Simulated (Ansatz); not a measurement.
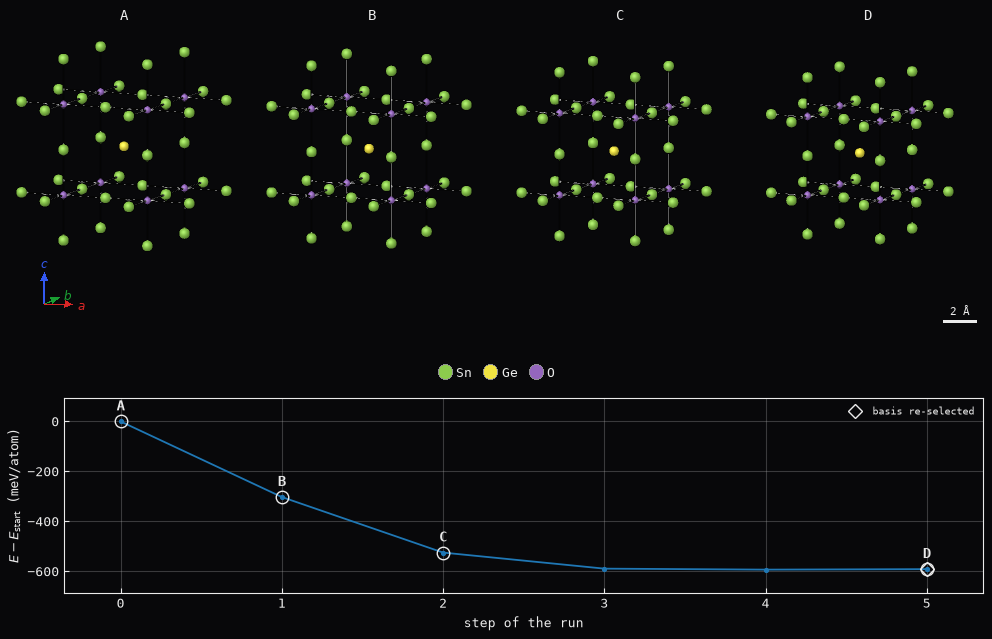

Frames of a relaxation of solid Sn3GeO (a generated structure, set up in Pm-3m) (coarse preliminary run), marked on the history of the run. Style: ball-and-stick. Shown: the cell of the calculation, slightly off an axis.

Theory: DFT PBE, scalar-relativistic, plane waves, PAW in Ansatz 0.2.0.

The input:
```yaml
crystal:
  lattice:
    - [5.62590106, 0.0, 0.0]
    - [0.0, 5.62590106, 0.0]
    - [0.0, 0.0, 5.62590106]
  atoms:
    - { symbol: Sn, position: [0.5, 0.0, 0.0] }
    - { symbol: Sn, position: [0.0, 0.5, 0.0] }
    - { symbol: Sn, position: [0.0, 0.0, 0.5] }
    - { symbol: Ge, position: [0.5, 0.5, 0.5] }
    - { symbol: O, position: [0.0, 0.0, 0.0] }
basis:
  ecutwfc: 420
kpoints:
  mp_grid: { grid: [4, 4, 4] }
hamiltonian:
  xc: pbe
scf:
  occupations: { method: gaussian, width: 0.1 }
  lower_state_search: "off"
output:
  forces: true
  stress: true
  eigenvalues: true
relax:
  adjacent_minimum: "off"
  f_tol: 0.04
  max_steps: 70
  cell: { stress_tol: 0.4 }
```

Command:
```bash
ansatz run input.yaml --threads 1 --pin off --max-ram 2560MiB --backend cpu --events-out ev --progress --plain --runs-dir out
```

What happens along the run?

After 4 accepted moves (5 points after the start) the energy has fallen by 591 meV per atom. All forces vanish by symmetry, so only the cell relaxes. The pressure goes from −9.97 to −0.28 GPa. The SCF was repeated once at an unchanged geometry on a basis and grid sized afresh for the cell, which shifted the energy by 1.9 meV per atom at most. No atom moves by more than 0.005 Å relative to the cell. Cell: a = b = c 5.626 → 4.865 Å (−13.5 %). Volume −35.3 %. Some distances before and after: Sn1–O5 2.813 → 2.432 Å. The space group stays Pm-3m (No. 221). Cost: 54 s on 1 thread of Intel(R) Xeon(R) Processor @ 2.50GHz (Skylake/Cascade Lake), on a shared host, peak memory 0.47 GiB. From step 0 to 1: volume −13.9 %, energy −302 meV per atom. From step 1 to 2: volume −14.6 %, energy −222 meV per atom. From step 2 to 5: volume −12.0 %, energy −66.3 meV per atom.

```json
{"step": "0", "E − E(0), meV/atom": "0.00", "pressure, GPa": "-9.97", "volume, Å³/atom": "35.613", "note": ""}
{"step": "1", "E − E(0), meV/atom": "-302.44", "pressure, GPa": "-9.11", "volume, Å³/atom": "30.654", "note": ""}
{"step": "2", "E − E(0), meV/atom": "-524.71", "pressure, GPa": "-5.91", "volume, Å³/atom": "26.179", "note": ""}
{"step": "3", "E − E(0), meV/atom": "-588.97", "pressure, GPa": "1.92", "volume, Å³/atom": "22.161", "note": ""}
{"step": "4", "E − E(0), meV/atom": "-592.89", "pressure, GPa": "-0.17", "volume, Å³/atom": "23.027", "note": ""}
{"step": "5", "E − E(0), meV/atom": "-590.99", "pressure, GPa": "-0.28", "volume, Å³/atom": "23.027", "note": "same geometry, new basis"}
```
